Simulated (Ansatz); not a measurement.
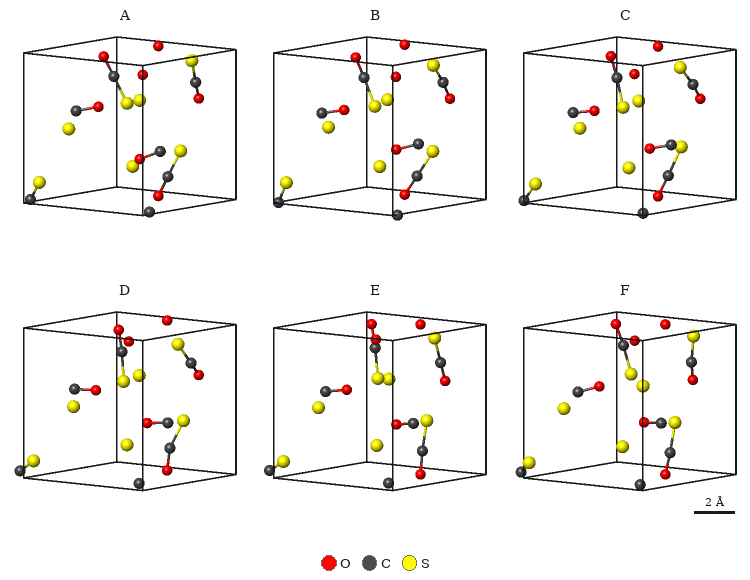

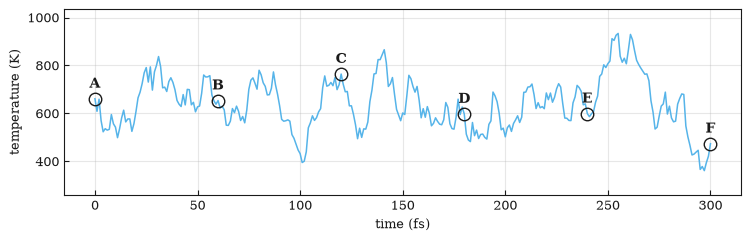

Molecular dynamics of a periodic cell with 6 OCS at 1.335 g/cm³, 300 fs long. Frames (A at 0 fs, B at 60 fs, C at 120 fs, D at 180 fs, E at 240 fs, F at 300 fs) and the history of the run. The picture is a ball-and-stick view of the simulation cell, seen from a free direction.

These are results of DFT PBE, scalar-relativistic, plane waves, PAW (Ansatz), not measurements. Run with plane-wave cutoff 420 eV; k-point mesh 1 × 1 × 1; Fermi-Dirac smearing 0.02 eV; Langevin thermostat (NVT); set temperature 700 K; time step 1 fs; friction 0.02 per fs.

**Describe the run.**

Root-mean-square distances from the starting positions over the second half, with the common drift of all atoms taken out: O 0.69 Å, S 0.46 Å, C 0.44 Å. The heavy atoms stay within a fraction of a molecule's size of their starting places; so short a run doesn't tell a liquid from a solid. The mean temperature in the second half is 632 K (standard deviation 119 K). The potential energy in the second half lies on average 67.6 meV per atom above the first frame.

Limits of the set-up: the periodic images lie only 7.7 Å apart, so the values are limited by the cell's size.
